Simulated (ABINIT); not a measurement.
## A GW chain in ABINIT: LiHF2 (C2/m)

Aim: the G0W0 gap of LiHF2 (C2/m) on PBEsol, step by step.

Program: ABINIT 10.8.3. Level of theory: PBEsol and many-body steps on it, plane waves. Results are calculated unless marked as measured.

## 1. The starting structure

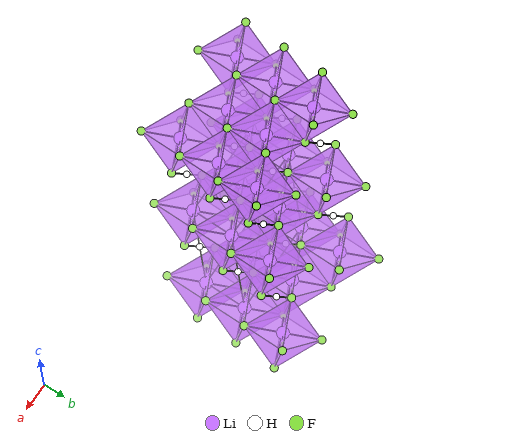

The starting structure, seen from a free direction (lithium purple, hydrogen white, fluorine green). 1×2×2 cells are drawn. This picture shows the conventional cell, with its axes. Some periodic images of atoms are drawn too.

The cell and positions are those that the Materials Project relaxed with its own functionals (PBE, PBE+U or r2SCAN), kept fixed.

## 2. Ground state

This step: ABINIT 10.8.3; DFT, PBEsol, plane waves, norm-conserving pseudopotentials.

The ground-state density comes first.

run.abi reads:

```
acell 3*1.0 Angstrom
rprim 
  2.547496000000 -1.534899000000 -0.000000000000
  2.547496000000 1.534899000000 -0.000000000000
  -2.526944000000 -0.000000000000 4.201520000000
ntypat 3
znucl 3 1 9
natom 4
typat 1 2 3 3
xred 
  0.000000000000 0.000000000000 0.000000000000
  0.000000000000 0.000000000000 0.500000000000
  0.209803000000 0.209803000000 0.750702000000
  0.790197000000 0.790197000000 0.249298000000
pp_dirpath "pseudos"
pseudos "Li.upf, H.upf, F.upf"
ecut 36
ngkpt 8 8 6
nshiftk 1
shiftk 0 0 0
kptopt 1
chksymbreak 0
nband 15
occopt 1
tolvrs 1e-10
nstep 60
prtwf 0
optforces 0
optstress 0
indata_prefix "in"
outdata_prefix "out"
tmpdata_prefix "tmp"
```

On the command line:

```
$ OMP_NUM_THREADS=1 mpirun -n 4 abinit run.abi > log
```

Numbers of over 12 decimals in the logs are rounded to 6 here.

Log:

```text
.Version 10.8.3 of ABINIT. v10.8.2 released Aug 2026.

 Symmetries : space group C2/m (# 12); Bravais mC (1-face-center monocl.)
================================================================================
 Values of the parameters that define the memory need of the present run
     intxc =       0    ionmov =       0      iscf =       7    lmnmax =       5
     lnmax =       5     mgfft =      54  mpssoang =       3    mqgrid =    3001
     natom =       4  nloc_mem =       1    nspden =       1   nspinor =       1
    nsppol =       1      nsym =       4    n1xccc =    2501    ntypat =       3
    occopt =       1   xclevel =       2
-    mband =          15        mffmem =           1         mkmem =          29
       mpw =        2308          nfft =       55296          nkpt =         114
================================================================================
  Rough estimation (10% accuracy) of disk space for files :
================================================================================

--------------------------------------------------------------------------------
------------- Echo of variables that govern the present computation ------------
--------------------------------------------------------------------------------
 -outvars: echo values of preprocessed input variables --------
            acell      1.8897261259E+00  1.8897261259E+00  1.8897261259E+00 Bohr

      chksymbreak           0
             ecut      3.60000000E+01 Hartree
-          fftalg         312

              ixc     -116133
              kpt      0.00000000E+00  0.00000000E+00  0.00000000E+00
                       1.25000000E-01  0.00000000E+00  0.00000000E+00
                       2.50000000E-01  0.00000000E+00  0.00000000E+00
                       3.75000000E-01  0.00000000E+00  0.00000000E+00
                       5.00000000E-01  0.00000000E+00  0.00000000E+00
                       1.25000000E-01  1.25000000E-01  0.00000000E+00
                       2.50000000E-01  1.25000000E-01  0.00000000E+00
                       3.75000000E-01  1.25000000E-01  0.00000000E+00
                       5.00000000E-01  1.25000000E-01  0.00000000E+00
   [... 39 further rows ...]
                      -3.75000000E-01  5.00000000E-01  1.66666667E-01
                      -2.50000000E-01  5.00000000E-01  1.66666667E-01
                       outvar_i_n : Printing only first  50 k-points.
         kptrlatt        8    0    0      0    8    0      0    0    6
          kptrlen      4.49628416E+01
P           mkmem          29
            natom           4
            nband          15
            ngfft          32      32      54
             nkpt         114
            nstep          60
             nsym           4
           ntypat           3
              occ      2.000000  2.000000  2.000000  2.000000  2.000000  2.000000
                       2.000000  2.000000  2.000000  0.000000  0.000000  0.000000
[...]
optforces           0
        optstress           0
            prtwf           0
            rprim      2.5474960000E+00 -1.5348990000E+00 -0.0000000000E+00
[...]
spgroup          12

           tolvrs      1.00000000E-10

             xred      0.0000000000E+00  0.0000000000E+00  0.0000000000E+00
[...]
znucl        3.00000    1.00000    9.00000

================================================================================

 chkinp: Checking input parameters for consistency.

================================================================================
== DATASET  1 ==================================================================
-   mpi_nproc: 4, omp_nthreads: 1 (-1 if OMP is not activated)

--- !DatasetInfo
iteration_state: {dtset: 1, }
dimensions: {natom: 4, nkpt: 114, mband: 15, nsppol: 1, nspinor: 1, nspden: 1, mpw: 2308, }
cutoff_energies: {ecut:  36.0, pawecutdg:  -1.0, }
electrons: {nelect:   1.80000000E+01, charge:   0.00000000E+00, occopt:   1.00000000E+00, tsmear:   1.00000000E-02, }

 Real(R)+Recip(G) space primitive vectors, cartesian coordinates (Bohr,Bohr^-1):
 R(1)=  4.8140697 -2.9005387  0.0000000  G(1)=  0.1038622 -0.1723818  0.0624664
 R(2)=  4.8140697  2.9005387  0.0000000  G(2)=  0.1038622  0.1723818  0.0624664
 R(3)= -4.7752321  0.0000000  7.9397221  G(3)=  0.0000000  0.0000000  0.1259490
 Unit cell volume ucvol=  2.2173096E+02 bohr^3
 Angles (23,13,12)=  1.16197186E+02  1.16197186E+02  6.21390048E+01 degrees

 getcut: wavevector=  0.0000  0.0000  0.0000  ngfft=  32  32  54
         ecut(hartree)=     36.000   => boxcut(ratio)=   2.10945

--- Pseudopotential description ------------------------------------------------
- Li Generated using ONCVPSP code by D. R. Hamann
-  3.00000   3.00000  180301                  znucl, zion, pspdat
12 -116133 1 -1 1944                          pspcod,pspxc,lmax,lloc,mmax
     nproj     2     2     0
  pspatm : epsatm=    2.60875052
         --- l  ekb(1:nproj) -->
[...]
pspatm: atomic psp has been read  and splines computed

- H Generated using ONCVPSP code by D. R. Hamann
-  1.00000   1.00000  180301                  znucl, zion, pspdat
12 -116133 1 -1 1180                          pspcod,pspxc,lmax,lloc,mmax
     nproj     2     1     0
  pspatm : epsatm=    0.35585368
         --- l  ekb(1:nproj) -->
[...]
1   -0.494138
 pspatm: atomic psp has been read  and splines computed

- F Generated using ONCVPSP code by D. R. Hamann
-  9.00000   7.00000  180301                  znucl, zion, pspdat
12 -116133 2 -1 832                           pspcod,pspxc,lmax,lloc,mmax
     nproj     2     2     1
  pspatm : epsatm=    4.89824381
         --- l  ekb(1:nproj) -->
[...]
2   -2.394754
 pspatm: atomic psp has been read  and splines computed

   2.29699653E+02                                ecore*ucvol(ha*bohr**3)
--------------------------------------------------------------------------------

_setup2: Arith. and geom. avg. npw (full set) are    2287.674    2287.660

================================================================================

--- !BeginCycle
iteration_state: {dtset: 1, }
solver: {iscf: 7, nstep: 60, nline: 4, wfoptalg: 0, }
tolerances: {tolvrs: 1.00E-10, }

     iter   Etot(hartree)      deltaE(h)  residm     vres2
 ETOT  1  -56.940342697907    -5.694E+01 7.718E-02 1.915E+02
 ETOT  2  -56.975742208849    -3.540E-02 2.588E-02 1.155E+02
 ETOT  3  -57.019963647304    -4.422E-02 3.500E-03 2.977E+00
 ETOT  4  -57.020605962096    -6.423E-04 9.599E-04 1.286E-01
 ETOT  5  -57.020611170242    -5.208E-06 1.125E-04 6.626E-03
 ETOT  6  -57.020611460289    -2.900E-07 2.089E-04 2.325E-04
 ETOT  7  -57.020611475963    -1.567E-08 2.552E-05 6.574E-06
 ETOT  8  -57.020611476808    -8.453E-10 4.575E-05 1.192E-07
 ETOT  9  -57.020611476811    -3.403E-12 5.097E-06 4.513E-09
 ETOT 10  -57.020611476812    -8.598E-13 9.322E-06 4.072E-11

 At SCF step   10       vres2   =  4.07E-11 < tolvrs=  1.00E-10 =>converged.

--- !ResultsGS
iteration_state: {dtset: 1, }
comment   : Summary of ground state results
lattice_vectors:
- [  4.8140697,  -2.9005387,  -0.0000000, ]
- [  4.8140697,   2.9005387,  -0.0000000, ]
- [ -4.7752321,  -0.0000000,   7.9397221, ]
lattice_lengths: [   5.62036,    5.62036,    9.26510, ]
lattice_angles: [116.197, 116.197,  62.139, ] # degrees, (23, 13, 12)
lattice_volume:   2.2173096E+02
convergence: {deltae: -8.598E-13, res2:  4.072E-11, residm:  9.322E-06, diffor:  0.000E+00, }
etotal    :  -5.70206115E+01
entropy   :   0.00000000E+00
fermie    :  -9.54477673E-02
cartesian_stress_tensor: null
pressure_GPa: null
xred      :
- [  0.0000E+00,   0.0000E+00,   0.0000E+00, Li]
- [ -1.8873E-18,  -1.8873E-18,   5.0000E-01,  H]
- [  2.0980E-01,   2.0980E-01,   7.5070E-01,  F]
- [  7.9020E-01,   7.9020E-01,   2.4930E-01,  F]
cartesian_forces: null
force_length_stats: {min: null, max: null, mean: null, }

 Integrated electronic density in atomic spheres:
 ------------------------------------------------
 Atom  Sphere_radius  Integrated_density
[...]
4        2.00000          7.13882862
================================================================================

 ----iterations are completed or convergence reached----

 Mean square residual over all n,k,spin=   58.081E-10; max=  93.220E-07
 reduced coordinates (array xred) for    4 atoms
       0.000000000000      0.000000000000      0.000000000000
      -0.000000000000     -0.000000000000      0.500000000000
       0.209803000000      0.209803000000      0.750702000000
       0.790197000000      0.790197000000      0.249298000000
 rms dE/dt=  0.0000E+00; max dE/dt=  0.0000E+00; dE/dt below (all hartree)
    1       0.000000000000      0.000000000000      0.000000000000
    2       0.000000000000      0.000000000000      0.000000000000
    3       0.000000000000      0.000000000000      0.000000000000
    4       0.000000000000      0.000000000000      0.000000000000

 cartesian coordinates (angstrom) at end:
    1      0.000000     0.000000     0.000000
    2     -1.263472    -0.000000     2.100760
    3     -0.828037    -0.000000     3.154089
    4      3.396085     0.000000     1.047431
 length scales=  1.889726125908  1.889726125908  1.889726125908 bohr
              =  1.000000000000  1.000000000000  1.000000000000 angstroms
 prteigrs : about to open file out_EIG
 Fermi (or HOMO) energy (hartree) =  -0.09545   Average Vxc (hartree)=  -0.34672
 Eigenvalues (hartree) for nkpt= 114  k points:
 kpt#   1, nband= 15, wtk=  0.00260, kpt=  0.0000  0.0000  0.0000 (reduced coord)
  -1.56146   -0.85973   -0.80305   -0.29430   -0.10859   -0.10728   -0.10442   -0.10324
  -0.10010    0.21342    0.37287    0.55164    0.60248    0.60363    0.63679
 prteigrs : prtvol=0 or 1, do not print more k-points.

--- !EnergyTerms
iteration_state     : {dtset: 1, }
comment             : Components of total free energy in Hartree
kinetic             :  3.81129825162862E+01
hartree             :  1.73052788317714E+01
xc                  : -1.28922123458205E+01
Ewald energy        : -3.45370259623522E+01
psp_core            :  1.03593854325274E+00
local_psp           : -5.61734467060159E+01
non_local_psp       : -9.87212635393408E+00
total_energy        : -5.70206114768123E+01
total_energy_eV     : -1.55160988287756E+03
band_energy         : -8.27201961937265E+00

== END DATASET(S) ==============================================================
================================================================================

 -outvars: echo values of variables after computation  --------
           etotal     -5.7020611477E+01
            nband          15
             nkpt         114
          spgroup          12
 [... the other variables as echoed above ...]

 Calculation completed.
```

The job ended after 53 s (4 MPI ranks of Intel Xeon Platinum 8259CL at 2.50GHz (Skylake/Cascade Lake), shared host; peak memory 0.37 GiB; 3.5 min of CPU time).

This step gave:

| Property | Result |
| --- | --- |
| total energy | -1551.6099 eV |
| gap | 8.405 eV |
| k of the valence top | 0.125, 0.125, 0.3333 |
| k of the conduction bottom | 0, 0, 0 |
| least direct gap | 8.531 eV |

The gap is indirect, with the least direct gap 0.13 eV higher.

[end of part 1 of 3]

[Paths, hosts, dates, memory and timing lines, banners, echoed tables and standing remarks are left out of the program output.]

[Logs are printed without paths, hosts, clocks, repeated set-up lines and the standing remarks that a program may print on its own settings, such as how far it seeks lower states.]

[Runs of the session that timed out or met a known fault of the program may be left out.]

[Hosts, paths, dates, database ids (printed as entryN), source tags and the programs' standing remarks are cut or masked in the printed files.]

[G0W0 gaps are taken among the corrected bands and points alone; a level outside them can change the order at an edge.]

[Where Ansatz stands beside ABINIT at settings called matched, ABINIT's density can come from a denser mesh and the files from another edition; pairs whose starting gaps differed by over 0.03 eV were left out, so agreement reads better than it is.]
